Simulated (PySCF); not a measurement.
**SF4 (SMILES FS(F)(F)F): levels of theory compared**

Wanted: a comparison of 6 runs (PBE/STO-3G, r2SCAN/STO-3G, MP2/STO-3G, CCSDT/STO-3G, CISD/STO-3G, FCI/STO-3G) of SF4. 

Program for the calculation: PySCF 2.14.0.

2 further runs of the same task are left out: 2 set aside as unsound or not needed.

## Step 1: The molecule

SF4 has 5 atoms, charge 0, and is taken as a singlet. As SMILES, `FS(F)(F)F`. The shape is that of a PBE0-D4/def2-TZVP optimisation.

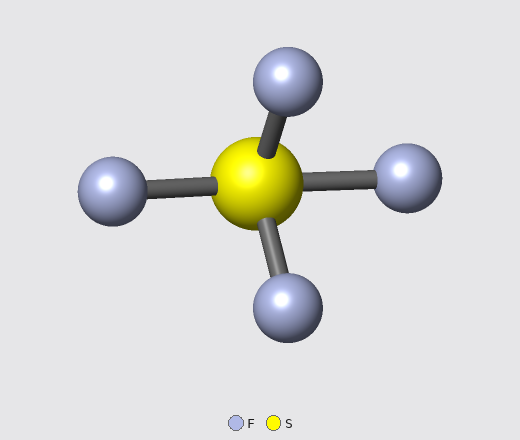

The structure, seen from a chosen angle (fluorine light blue, sulfur yellow).

## Step 2: A single-point energy at PBE/STO-3G (run 1)

The input, calc.py:

```python
from pyscf import gto, dft

molecule = gto.Mole()
molecule.atom = '''
F   -0.561200  -0.228000   1.172800
S    0.064000  -0.357400  -0.243000
F    1.536700  -0.462000   0.491400
F   -1.440100  -0.077300  -0.858200
F    0.400600   1.124600  -0.563100
'''
molecule.max_memory = 1860
molecule.spin = 0
molecule.verbose = 4
molecule.basis = 'sto-3g'
molecule.build()

ks = dft.RKS(molecule, xc='pbe')
ks.grids.level = 5
ks.conv_tol = 1e-10
ks.kernel()
if not ks.converged:
    ks = ks.newton().run(ks.mo_coeff, ks.mo_occ)

e_tot = ks.e_tot
print('E(%s) = %.9f' % ('PBE', e_tot))
```

Launch:

```sh
$ OMP_NUM_THREADS=1 python calc.py
```

What it wrote:

```text
PySCF version 2.14.0

[... 78 lines left out ...]
converged SCF energy = -786.522399464694
E(PBE) = -786.522399465
```

It took 5.7 s on 1 thread of Arm Neoverse V1, shared host; peak memory 0.24 GiB.

## Step 3: A single-point energy at r2SCAN/STO-3G (run 2)

The input, calc.py:

```python
# FS(F)(F)F
from pyscf import gto, dft

molecule = gto.M(
    atom='''
F       -0.561200      -0.228000       1.172800
S        0.064000      -0.357400      -0.243000
F        1.536700      -0.462000       0.491400
F       -1.440100      -0.077300      -0.858200
F        0.400600       1.124600      -0.563100
''',
    verbose=3,
    basis='sto-3g',
    max_memory=1860,
)

ks = dft.RKS(molecule)
ks.xc = 'r2scan'
ks.grids.level = 5
ks.conv_tol = 1e-10
ks.kernel()
if not ks.converged:
    ks = ks.newton().run(ks.mo_coeff, ks.mo_occ)

etot = ks.e_tot
print('Final energy', etot)
```

Launch:

```sh
$ OMP_NUM_THREADS=1 python calc.py
```

What it wrote:

```text
converged SCF energy = -786.978349586536
Final energy -786.9783495865356
```

Run time: 7.8 s. Hardware: 1 thread of Arm Neoverse V1, shared host; peak memory 0.25 GiB.

Runs 3 to 5 aren't shown in full; the table further down has their settings and results.

## Step 4: The energy at FCI/STO-3G (run 6)

The input, input.xyz:

```xyz
5
F4S
F     -0.561200    -0.228000     1.172800
S      0.064000    -0.357400    -0.243000
F      1.536700    -0.462000     0.491400
F     -1.440100    -0.077300    -0.858200
F      0.400600     1.124600    -0.563100
```

The input, run.py:

```python
from pyscf import gto, scf, mcscf
from pyscf import fci

mol = gto.M(
    atom='input.xyz',
    verbose=3,
    basis='sto-3g',
    max_memory=1860,
    spin=0,
    charge=0,
)

hf = scf.RHF(mol)
hf.conv_tol = 1e-10
hf.kernel()
if not hf.converged:
    hf = hf.newton().run(hf.mo_coeff, hf.mo_occ)

cas = mcscf.CASCI(hf, hf.mo_coeff.shape[-1] - 9, (mol.nelec[0] - 9, mol.nelec[1] - 9))  # full CI above the frozen core
cas.fcisolver = fci.direct_spin0.FCI(mol)  # even spin states alone
cas.kernel()
print('<S^2> = %.4f' % cas.fcisolver.spin_square(cas.ci, cas.ncas, cas.nelecas)[0])
e_final = cas.e_tot
print('Final energy', e_final)
```

Launch:

```sh
$ OMP_NUM_THREADS=1 python run.py
```

What it wrote:

```text
converged SCF energy = -785.004886890032
CASCI E = -785.148545815057  E(CI) = -224.138120463770  S^2 = 0.0000000
<S^2> = 0.0000
Final energy -785.1485458150573
```

Wall time 2 min (1 thread of Arm Neoverse V1, shared host); peak memory 0.4 GiB.

## Step 5: Overview of the runs

| run | level | integration grid | frozen core orbitals | energy (Eh) | dipole moment (D) of the reference | HOMO energy (eV) | LUMO energy (eV) | wall time |
| --- | --- | --- | --- | --- | --- | --- | --- | --- |
| 1 | PBE/STO-3G | 5 | – | -786.522399 | 0.35 | -0.99 | 3.47 | 5.7 s |
| 2 | r2SCAN/STO-3G | 5 | – | -786.978350 | 0.44 | -1.60 | 3.38 | 7.8 s |
| 3 | MP2/STO-3G | – | 9 | -785.110242 | 0.65 | -6.88 | 8.58 | 0.84 s |
| 4 | CCSDT/STO-3G | – | 9 | -785.148083 | 0.65 | -6.88 | 8.58 | 5.7 s |
| 5 | CISD/STO-3G | – | 9 | -785.133853 | 0.65 | -6.88 | 8.58 | 0.76 s |
| 6 | FCI/STO-3G | – | 9 | -785.148546 | 0.65 | -6.88 | 8.58 | 2 min |

## Step 6: What came out

| quantity | value |
| --- | --- |
| run 6: total energy | -785.14855 Eh |
| run 6: dipole moment (Hartree–Fock density) | 0.65 D |
| run 6: HOMO energy (Hartree–Fock orbitals) | -6.88 eV |
| run 6: LUMO energy (Hartree–Fock orbitals) | 8.58 eV |
| run 6: HOMO–LUMO gap (Hartree–Fock orbitals) | 15.46 eV |
| run 6: correlation energy (9 core orbitals frozen) | -143.7 mEh |

Against full CI in this basis: MP2 +38.3 mEh; CCSDT +0.5 mEh; CISD +14.7 mEh. Totals of different functionals can't be ranked against each other. In runs 1, 2, 3, 4, 5, 6 the basis is minimal, so the values are rough. All runs together took 2.4 min, the longest 2 min.
